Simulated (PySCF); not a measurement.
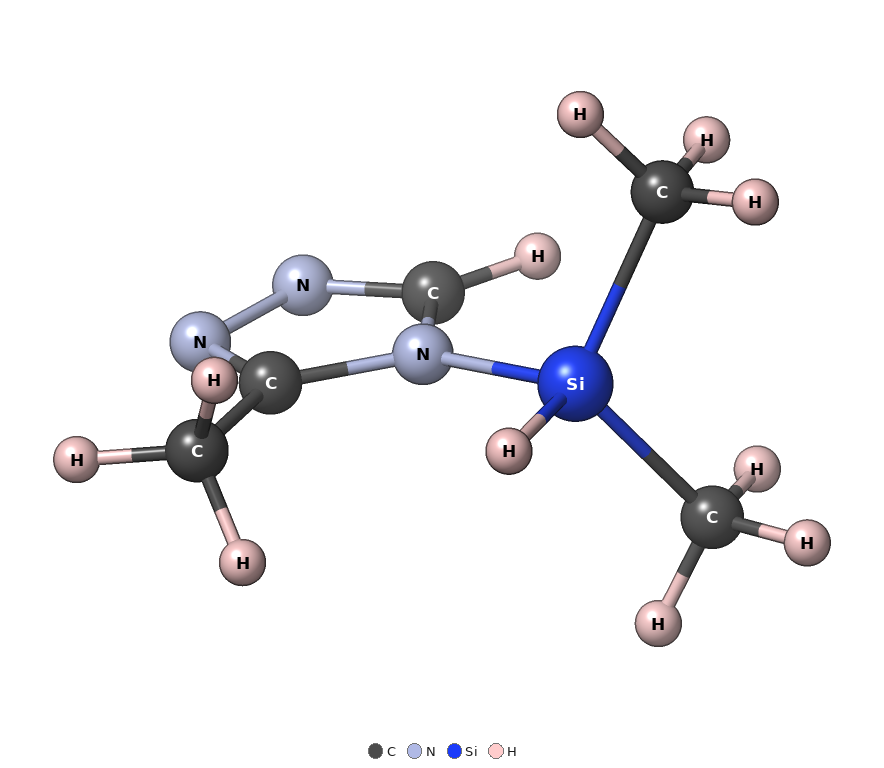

The computed structure is the end point of a GFN2-xTB optimisation. No frequency run is at hand to confirm it as a minimum. Properties computed with PBE0/pcSseg-1, gas phase (PySCF 2.14.0).

Q: Give the HOMO energy (Kohn–Sham orbital) at this level.

A: −7.09 eV.

Q: What is the dipole moment?

A: 6.31 D.

Q: What is the HOMO–LUMO gap?

A: 7.26 eV.

The geometry is semi-empirical. Around Si such bond lengths and angles can be off by a tenth of an ångström or more and by several degrees, and values that hang on the shape move with them.
